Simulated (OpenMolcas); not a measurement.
## Multiconfigurational calculation: Rh³⁺ complex (part 2 of 2)

The same run, continued: Rh³⁺ with 6 ligands (Cl; octahedron, 2.51 Å), neutralised by 6 outer point charges of +0.5 e, whose field is part of the energies. Method: state-averaged CASSCF, active space 6 electrons in the shell 4d, basis ANO-RCC-VDZP on the metal and ANO-RCC-VDZP on the ligands, DKH2 scalar Hamiltonian, spin-orbit coupling by RASSI with atomic mean-field integrals (OpenMolcas).

Log (extracts), continued:
```
--- RASSI ---
SPIN-FREE ENERGIES:
  (Shifted by EMIN (a.u.) =      -7546.9851357747)

 SF State       Relative EMIN(au)   Rel lowest level(eV)    D:o, cm**(-1)

     1             0.0000000000        0.0000000000              0.0000
     2             0.0000000000        0.0000000000              0.0000
     3             0.0000000000        0.0000000000              0.0000
    51             0.0000281383        0.0007656818              6.1756
     6             0.0152939178        0.4161687033           3356.6270
     7             0.0152939178        0.4161687033           3356.6270
     8             0.0152939178        0.4161687033           3356.6270
     9             0.0328630709        0.8942497143           7212.6104
    10             0.0328630709        0.8942497143           7212.6104
    11             0.0328630709        0.8942497143           7212.6104
    52             0.0437025237        1.1892062531           9591.5953
    53             0.0437025237        1.1892062531           9591.5953
    54             0.0437025237        1.1892062531           9591.5953
     4             0.0587297995        1.5981192591          12889.7011
     5             0.0587297995        1.5981192591          12889.7011
    14             0.0653220122        1.7775025050          14336.5246
    12             0.0653220122        1.7775025050          14336.5246
    13             0.0653220122        1.7775025050          14336.5246
    16             0.0706232526        1.9217566048          15500.0123
    15             0.0706232526        1.9217566048          15500.0123
    17             0.0706232526        1.9217566048          15500.0123
    55             0.0759011435        2.0653753334          16658.3755
    56             0.0759011435        2.0653753334          16658.3755
    57             0.0759011435        2.0653753334          16658.3755
    19             0.0844576543        2.2982098529          18536.3125
    20             0.0844576543        2.2982098529          18536.3125
    18             0.0844576543        2.2982098529          18536.3125
    21             0.0866706342        2.3584281035          19022.0055
    22             0.0866706342        2.3584281035          19022.0055
    25             0.0928573069        2.5267760441          20379.8232
    23             0.0928573069        2.5267760441          20379.8232
    24             0.0928573069        2.5267760441          20379.8232
    58             0.1029878243        2.8024414670          22603.2148
    59             0.1029878243        2.8024414670          22603.2148
    60             0.1035320474        2.8172505299          22722.6579
    61             0.1035320474        2.8172505299          22722.6579
    62             0.1035320474        2.8172505299          22722.6579
    63             0.1082292590        2.9450681697          23753.5767
    26             0.1231105069        3.3500075530          27019.6331
    64             0.1241768514        3.3790242655          27253.6687
Eigenvalues of complex Hamiltonian:
   -----------------------------------
  (Shifted by EMIN (a.u.) =      -7546.9851357747)

 SO State       Relative EMIN(au)   Rel lowest level(eV)    D:o, cm**(-1)

     1            -0.0077173445        0.0000000000              0.0000
     2            -0.0058410379        0.0510569026            411.8017
     3            -0.0058410379        0.0510569026            411.8017
     4            -0.0058410379        0.0510569028            411.8017
     5            -0.0046170453        0.0843634378            680.4370
     6            -0.0046170453        0.0843634383            680.4370
     7            -0.0037630003        0.1076031872            867.8782
     8            -0.0037630002        0.1076031877            867.8782
     9            -0.0037630002        0.1076031877            867.8782
    10            -0.0000937666        0.2074481213           1673.1819
    11            -0.0000937666        0.2074481215           1673.1819
    12            -0.0000937666        0.2074481214           1673.1819
    13            -0.0000885530        0.2075899918           1674.3262
    14            -0.0000885530        0.2075899917           1674.3262
    15            -0.0000885530        0.2075899917           1674.3262
    16             0.0010964958        0.2398368124           1934.4143
    17             0.0129109945        0.5613256989           4527.3971
    18             0.0129109944        0.5613256976           4527.3971
    19             0.0145616440        0.6062421605           4889.6728
    20             0.0145616440        0.6062421595           4889.6728
    21             0.0145616440        0.6062421594           4889.6728
    22             0.0193216121        0.7357674913           5934.3650
    23             0.0193216120        0.7357674889           5934.3650
    24             0.0193216121        0.7357674914           5934.3650
    25             0.0257031090        0.9094168679           7334.9417
    26             0.0287703949        0.9928819680           8008.1331
    27             0.0287703950        0.9928819708           8008.1332
    28             0.0287703949        0.9928819682           8008.1331
    29             0.0310700793        1.0554595706           8512.8555
    30             0.0310700794        1.0554595720           8512.8556
    31             0.0344435643        1.1472567717           9253.2499
    32             0.0344435642        1.1472567707           9253.2499
    33             0.0344435643        1.1472567717           9253.2499
    34             0.0356948375        1.1813056519           9527.8726
    35             0.0434596077        1.3925958113          11232.0427
    36             0.0434596077        1.3925958114          11232.0427
    37             0.0434596077        1.3925958113          11232.0427
    38             0.0546919579        1.6982436315          13697.2586
    39             0.0551959841        1.7119588833          13807.8796
    40             0.0551959841        1.7119588836          13807.8796
    41             0.0554693512        1.7193975800          13867.8767
Weights of the five most important spin-orbit-free states for each spin-orbit state.

 SO State  Total energy (au)           Spin-free states, spin, and weights
 -------------------------------------------------------------------------------------------------------
    1        -0.007717      51 0.0  0.5588    7 1.0  0.0793    8 1.0  0.0793    6 1.0  0.0793    3 2.0  0.0646
    2        -0.005841       3 2.0  0.3315    1 2.0  0.3225    2 2.0  0.3197    6 1.0  0.0050   26 1.0  0.0041
    3        -0.005841       3 2.0  0.3325    2 2.0  0.3213    1 2.0  0.3199    6 1.0  0.0050   26 1.0  0.0041
    4        -0.005841       2 2.0  0.3326    1 2.0  0.3313    3 2.0  0.3097    8 1.0  0.0050    7 1.0  0.0050
    5        -0.004617       3 2.0  0.5757    2 2.0  0.1907    1 2.0  0.1112    6 1.0  0.0555    7 1.0  0.0177
    6        -0.004617       1 2.0  0.4739    2 2.0  0.3944    8 1.0  0.0453    7 1.0  0.0381   11 1.0  0.0186
    7        -0.003763       3 2.0  0.8416    2 2.0  0.0366    8 1.0  0.0297    7 1.0  0.0297    1 2.0  0.0275
    8        -0.003763       2 2.0  0.8310    1 2.0  0.0379    3 2.0  0.0368    6 1.0  0.0297    8 1.0  0.0294
    9        -0.003763       1 2.0  0.8404    2 2.0  0.0380    6 1.0  0.0297    7 1.0  0.0294    3 2.0  0.0273
   10        -0.000094       3 2.0  0.4421    2 2.0  0.4381    6 1.0  0.0409    7 1.0  0.0403    1 2.0  0.0309
   11        -0.000094       1 2.0  0.4421    2 2.0  0.4361    8 1.0  0.0409    7 1.0  0.0409    3 2.0  0.0329
   12        -0.000094       1 2.0  0.4381    3 2.0  0.4361    6 1.0  0.0409    8 1.0  0.0403    2 2.0  0.0370
```

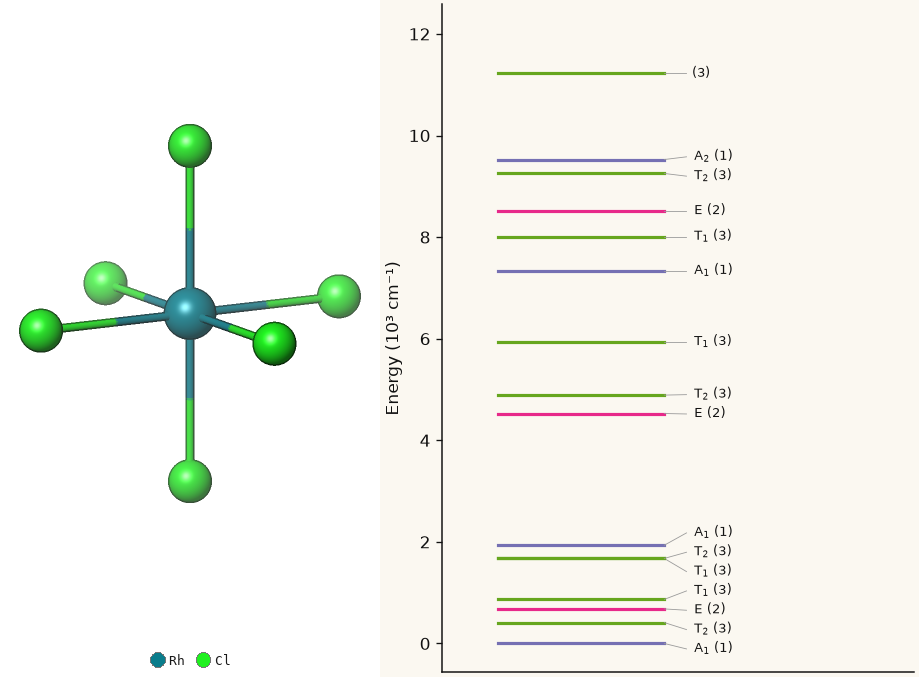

Rh³⁺ (4d⁶) with 6 ligands, Cl⁻, at 2.51 Å (arrangement: octahedron, Oh), neutralised by outer point charges of +0.5 e, and its levels. Labels give the representation in O, Td, D4 or D3 as the site allows (double group for half-integer spin) where it could be assigned and, in brackets, the degeneracy; spin-free states, where drawn, share the zero of the spin-orbit levels. The ground level is A₁, non-degenerate, 56 % from states of spin multiplicity 1. The next level lies at 412 cm⁻¹ (T₂). The active orbitals hold 75 to 94 % metal character (Löwdin), and the Mulliken charge of the metal is +1.31.

Outcome of the run: converged.
